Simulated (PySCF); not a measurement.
# BSiH4SO (SMILES [SiH3]O[B]S) at 6 levels

Aim: a comparison of 6 runs (UHF/STO-3G, UHF/3-21G, UHF/6-31G, UB3LYP/6-31G*, UB2PLYP/6-311G**, UCCSD(T)/def2-SVP) of BSiH4SO. 

The calculation is run with PySCF 2.14.0.

### Step 1. The structure to begin with

BSiH4SO: 8 atoms, total charge 0, spin state doublet. SMILES: `[SiH3]O[B]S`. The shape is that of a PBE0-D4/def2-TZVP optimisation. This is one conformer, not always the lowest.

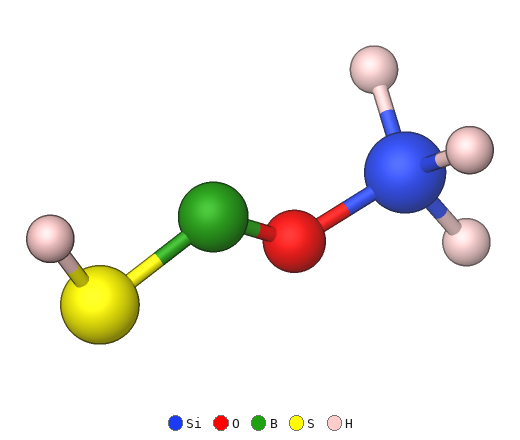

The structure, seen from a chosen angle (silicon blue, oxygen red, boron green, sulfur yellow, hydrogen pink).

### Step 2. Energy and gradient at UHF/STO-3G (run 1)

Contents of input.py:

```python
from pyscf import gto, scf

molecule = gto.M(
    atom='''
Si      -0.896700       1.222300       0.197300
O        0.326700       0.229500      -0.338300
B        0.609900      -1.041700      -0.050600
S        2.000400      -1.927800      -0.762700
H       -0.669300       2.536800      -0.442200
H       -0.830500       1.341000       1.673300
H       -2.205800       0.661700      -0.213900
H        1.757600      -3.079000      -0.118600
''',
    charge=0,
    spin=1,
    max_memory=1860,
    verbose=3,
    basis='sto-3g',
)

mf = scf.UHF(molecule)
mf.conv_tol = 1e-10
mf.kernel()
if not mf.converged:
    mf = mf.newton().run(mf.mo_coeff, mf.mo_occ)

e_tot = mf.e_tot
print('E(%s) = %.9f' % ('HF', e_tot))
grad = mf.nuc_grad_method().kernel()
dip = mf.dip_moment()
pop, q = mf.mulliken_pop()
```

On the command line:

```sh
OMP_NUM_THREADS=1 python input.py
```

Log:

```text
converged SCF energy = -779.356729716289  <S^2> = 0.75441297  2S+1 = 2.0044081
E(HF) = -779.356729716
--------------- UHF gradients ---------------
         x                y                z
0 Si     0.0208403183    -0.0155903392    -0.0097069673
1 O    -0.0123523377     0.0192978858     0.0018516041
2 B     0.0045209489    -0.0146410766     0.0023620228
3 S     0.0074466792     0.0024005049    -0.0066764299
4 H     0.0058133595     0.0265347003    -0.0138219983
5 H     0.0024796129     0.0016614760     0.0303064148
6 H    -0.0262768931    -0.0124668460    -0.0090785966
7 H    -0.0024716881    -0.0071963051     0.0047639505
----------------------------------------------
Dipole moment(X, Y, Z, Debye): -1.87314,  0.73028,  1.13789
 ** Mulliken pop       alpha | beta **
pop of  0 Si 1s        0.99980 | 0.99980
pop of  0 Si 2s        0.99362 | 0.99360
pop of  0 Si 3s        0.57289 | 0.57308
pop of  0 Si 2px       0.98207 | 0.98210
pop of  0 Si 2py       0.98245 | 0.98244
pop of  0 Si 2pz       0.98266 | 0.98266
pop of  0 Si 3px       0.32658 | 0.32849
pop of  0 Si 3py       0.35101 | 0.35329
pop of  0 Si 3pz       0.38118 | 0.38089
pop of  1 O 1s        0.99858 | 0.99861
pop of  1 O 2s        0.89146 | 0.89436
pop of  1 O 2px       0.79388 | 0.78396
pop of  1 O 2py       0.71555 | 0.70023
pop of  1 O 2pz       0.86123 | 0.84884
pop of  2 B 1s        0.99711 | 0.99534
pop of  2 B 2s        0.67980 | 0.39130
pop of  2 B 2px       0.41729 | 0.20644
pop of  2 B 2py       0.38845 | 0.23357
pop of  2 B 2pz       0.40972 | 0.14462
pop of  3 S 1s        0.99995 | 0.99995
pop of  3 S 2s        0.99804 | 0.99806
pop of  3 S 3s        0.91978 | 0.92285
pop of  3 S 2px       0.99494 | 0.99408
pop of  3 S 2py       0.99020 | 0.99019
pop of  3 S 2pz       0.99588 | 0.99578
pop of  3 S 3px       0.77654 | 0.73855
pop of  3 S 3py       0.53147 | 0.53096
pop of  3 S 3pz       0.80959 | 0.80912
pop of  4 H 1s        0.57510 | 0.57682
pop of  5 H 1s        0.57735 | 0.57882
pop of  6 H 1s        0.57731 | 0.57877
pop of  7 H 1s        0.52851 | 0.51242
In total            24.00000 | 23.00000
 ** Mulliken atomic charges   ( Nelec_alpha | Nelec_beta ) **
charge of  0Si =      0.85136  (     6.57227      6.57636 )
charge of  1O =     -0.48671  (     4.26070      4.22601 )
charge of  2B =      0.13635  (     2.89238      1.97127 )
charge of  3S =      0.00409  (     8.01638      7.97952 )
charge of  4H =     -0.15191  (     0.57510      0.57682 )
charge of  5H =     -0.15617  (     0.57735      0.57882 )
charge of  6H =     -0.15608  (     0.57731      0.57877 )
charge of  7H =     -0.04092  (     0.52851      0.51242 )
```

Wall time 1.2 s (1 thread of Arm Neoverse V2, shared host); peak memory 0.12 GiB.

### Step 3. Energy and forces at UHF/3-21G (run 2)

Contents of run.py:

```python
# [SiH3]O[B]S
import pyscf.grad
from pyscf import gto, scf

mol = gto.Mole()
mol.atom = '''
Si  -0.896700   1.222300   0.197300
O    0.326700   0.229500  -0.338300
B    0.609900  -1.041700  -0.050600
S    2.000400  -1.927800  -0.762700
H   -0.669300   2.536800  -0.442200
H   -0.830500   1.341000   1.673300
H   -2.205800   0.661700  -0.213900
H    1.757600  -3.079000  -0.118600
'''
mol.spin = 1
mol.verbose = 4
mol.max_memory = 1860
mol.charge = 0
mol.basis = '3-21g'
mol.build()

mf = scf.UHF(mol)
mf.conv_tol = 1e-10
mf.kernel()
if not mf.converged:
    mf = mf.newton().run(mf.mo_coeff, mf.mo_occ)

e_tot = mf.e_tot
print('Final energy', e_tot)
grad = mf.Gradients().kernel()
dip = mf.dip_moment()
pop, q = mf.mulliken_pop()
```

On the command line:

```sh
OMP_NUM_THREADS=1 python run.py
```

Log:

```text
PySCF version 2.14.0

[... 100 lines left out ...]
converged SCF energy = -784.315481924145  <S^2> = 0.75447613  2S+1 = 2.0044711
Final energy -784.3154819241448
[... 1 line left out ...]
******** <class 'pyscf.grad.uhf.Gradients'> for <class 'pyscf.scf.uhf.UHF'> ********
unit = Eh/Bohr
--------------- UHF gradients ---------------
         x                y                z
0 Si     0.0143307319    -0.0230895116    -0.0016529751
1 O    -0.0033207796     0.0019919121     0.0017221143
2 B     0.0013792716     0.0047566912    -0.0030139977
[... 4 lines of this table left out ...]
7 H    -0.0049685635     0.0069658083     0.0010427373
----------------------------------------------
Dipole moment(X, Y, Z, Debye): -2.35382,  0.54702,  1.57852
 ** Mulliken pop       alpha | beta **
pop of  0 Si 1s        0.99928 | 0.99928
pop of  0 Si 2s        0.98629 | 0.98623
pop of  0 Si 3s        0.34633 | 0.34397
[... 49 lines of this table left out ...]
In total            24.00000 | 23.00000
 ** Mulliken atomic charges   ( Nelec_alpha | Nelec_beta ) **
charge of  0Si =      1.18346  (     6.41003      6.40651 )
charge of  1O =     -0.86933  (     4.44811      4.42122 )
charge of  2B =      0.45200  (     2.74618      1.80182 )
[... 4 lines of this table left out ...]
charge of  7H =      0.08429  (     0.46257      0.45314 )
```

Run time: 1.4 s. Hardware: 1 thread of Arm Neoverse V2, shared host; peak memory 0.12 GiB.

### Step 4. Energy and forces at UHF/6-31G (run 3)

Contents of input.py:

```python
import pyscf.grad
from pyscf import gto

system = gto.M(
    atom='''
Si    -1.694517     2.309812     0.372843
O      0.617374     0.433692    -0.639294
B      1.152544    -1.968528    -0.095620
S      3.780208    -3.643014    -1.441294
H     -1.264794     4.793857    -0.835637
H     -1.569418     2.534123     3.162079
H     -4.168358     1.250432    -0.404212
H      3.321383    -5.818467    -0.224122
''',
    verbose=4,
    basis='6-31g',
    unit='bohr',
    spin=1,
    max_memory=1860,
)

hf = system.UHF()
hf.conv_tol = 1e-10
hf.kernel()
if not hf.converged:
    hf = hf.newton().run(hf.mo_coeff, hf.mo_occ)

etot = hf.e_tot
print(f'total energy: {etot:.8f} hartree')
grad = hf.Gradients().kernel()
dip = hf.dip_moment()
pop, q = hf.mulliken_pop()
```

On the command line:

```sh
OMP_NUM_THREADS=1 python input.py
```

Log:

```text
PySCF version 2.14.0

[... 100 lines left out ...]
converged SCF energy = -788.215975905055  <S^2> = 0.75445291  2S+1 = 2.004448
total energy: -788.21597591 hartree
[... 1 line left out ...]
******** <class 'pyscf.grad.uhf.Gradients'> for <class 'pyscf.scf.uhf.UHF'> ********
unit = Eh/Bohr
--------------- UHF gradients ---------------
         x                y                z
0 Si     0.0241539026    -0.0327462122    -0.0053631823
1 O    -0.0152836448     0.0188333613     0.0041492763
2 B     0.0051845399    -0.0028665243    -0.0028950102
[... 4 lines of this table left out ...]
7 H    -0.0041188966     0.0082127660    -0.0001026590
----------------------------------------------
Dipole moment(X, Y, Z, Debye): -2.40821,  0.34931,  1.69874
 ** Mulliken pop       alpha | beta **
pop of  0 Si 1s        0.99987 | 0.99987
pop of  0 Si 2s        0.99916 | 0.99915
pop of  0 Si 3s        0.46968 | 0.46738
[... 49 lines of this table left out ...]
In total            24.00000 | 23.00000
 ** Mulliken atomic charges   ( Nelec_alpha | Nelec_beta ) **
charge of  0Si =      1.16692  (     6.42430      6.40878 )
charge of  1O =     -0.96829  (     4.48485      4.48344 )
charge of  2B =      0.43466  (     2.76353      1.80181 )
[... 4 lines of this table left out ...]
charge of  7H =      0.05581  (     0.47723      0.46696 )
```

It took 3.6 s on 1 thread of Arm Neoverse V2, shared host; peak memory 0.12 GiB.

Runs 4 to 5 aren't shown in full; the table further down has their settings and results.

### Step 5. The energy at UCCSD(T)/def2-SVP (run 6)

Contents of mol.xyz:

```xyz
8
BH4OSSi
Si    -0.896700     1.222300     0.197300
O      0.326700     0.229500    -0.338300
B      0.609900    -1.041700    -0.050600
S      2.000400    -1.927800    -0.762700
H     -0.669300     2.536800    -0.442200
H     -0.830500     1.341000     1.673300
H     -2.205800     0.661700    -0.213900
H      1.757600    -3.079000    -0.118600
```

Contents of calc.py:

```python
from pyscf import gto, scf, cc

molecule = gto.Mole()
molecule.atom = 'mol.xyz'
molecule.max_memory = 1860
molecule.spin = 1
molecule.basis = 'def2-svp'
molecule.verbose = 4
molecule.build()

myscf = scf.UHF(molecule)
myscf.conv_tol = 1e-10
myscf.kernel()
if not myscf.converged:
    myscf = myscf.newton().run(myscf.mo_coeff, myscf.mo_occ)

mycc = cc.CCSD(myscf, frozen=12)
mycc.kernel()
e_t = mycc.ccsd_t()
etot = mycc.e_tot + e_t
print(f'total energy: {etot:.8f} hartree')
dip = myscf.dip_moment()
pop, q = myscf.mulliken_pop()
```

On the command line:

```sh
OMP_NUM_THREADS=1 python calc.py
```

Log:

```text
PySCF version 2.14.0

[... 100 lines left out ...]
converged SCF energy = -788.103475853346  <S^2> = 0.75523094  2S+1 = 2.0052241
[... 12 lines left out ...]
Init t2, MP2 energy = -0.47307782338534
[... 15 lines left out ...]
UCCSD converged
[... 2 lines left out ...]
total energy: -788.63687314 hartree
Dipole moment(X, Y, Z, Debye): -1.25306,  0.17054,  0.88994
[... 11 lines left out ...]
charge of  7H =      0.07737  (     0.46522      0.45742 )
```

Wall time 1.8 min (1 thread of Arm Neoverse V2, shared host); peak memory 1.2 GiB.

### Step 6. The series

| run | level | integration grid | task | energy (Eh) | dipole moment (D) of the reference | HOMO energy (eV) | LUMO energy (eV) | wall time |
| --- | --- | --- | --- | --- | --- | --- | --- | --- |
| 1 | UHF/STO-3G | – | gradient | -779.356730 | 2.31 | -5.48 | 8.81 | 1.2 s |
| 2 | UHF/3-21G | – | gradient | -784.315482 | 2.89 | -8.89 | 2.67 | 1.4 s |
| 3 | UHF/6-31G | – | gradient | -788.215976 | 2.97 | -8.96 | 2.58 | 3.6 s |
| 4 | UB3LYP/6-31G* (spherical functions) | 5 | gradient | -790.190441 | 1.51 | -5.08 | -1.44 | 39 s |
| 5 | UB2PLYP/6-311G** | 5 | energy | -789.877780 | 1.59 | -6.77 | -0.14 | 55 s |
| 6 | UCCSD(T)/def2-SVP | – | energy | -788.636873 | 1.55 | -8.90 | 2.59 | 1.8 min |

### Step 7. Results

```
                                                         quantity          value
                                              run 6: total energy  -788.63687 Eh
                      run 6: dipole moment (Hartree–Fock density)         1.55 D
run 6: HOMO energy (Hartree–Fock orbitals) (highest over α and β)       -8.90 eV
 run 6: LUMO energy (Hartree–Fock orbitals) (lowest over α and β)        2.59 eV
              run 6: correlation energy (12 core orbitals frozen)     -533.4 mEh
                                            run 6: (T) correction     -14.25 mEh
                         run 6: ⟨S²⟩ of the reference determinant          0.755
                                             run 6: T1 diagnostic          0.016
```

Over runs 1, 2, 3, 4, 5 the dipole moment (its size) runs from 1.51 D (UB3LYP/6-31G*) to 2.97 D (UHF/6-31G). The two ends differ in method and basis. Totals of different functionals can't be ranked against each other. In run 1 the basis is minimal, so the values are rough. All runs together took 3.4 min, the longest 1.8 min.
